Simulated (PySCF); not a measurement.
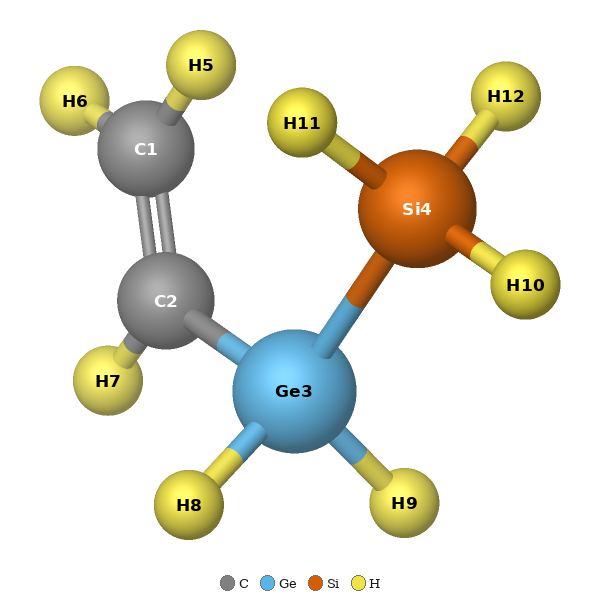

Computed geometry: GFN2-xTB optimisation. No frequency run is at hand to confirm it as a minimum. Method: delta-SCF UKS SCAN, pcX-2 on the ionised atom, pcseg-1 elsewhere, spin-free X2C (PySCF 2.14.0).

Give the core-electron binding energies (to vacuum; p and d levels without spin–orbit splitting) of C1 1s, C2 1s, Si4 1s, Si4 2p.

| atom | level | binding energy (eV) |
| --- | --- | --- |
| C1 | 1s | 290.3 |
| C2 | 1s | 290.1 |
| Si4 | 1s | 1846.3 |
| Si4 | 2p | 106.8 |

The geometry is semi-empirical. Around Ge, Si such bond lengths and angles can be off by a tenth of an ångström or more and by several degrees, and values that hang on the shape move with them.
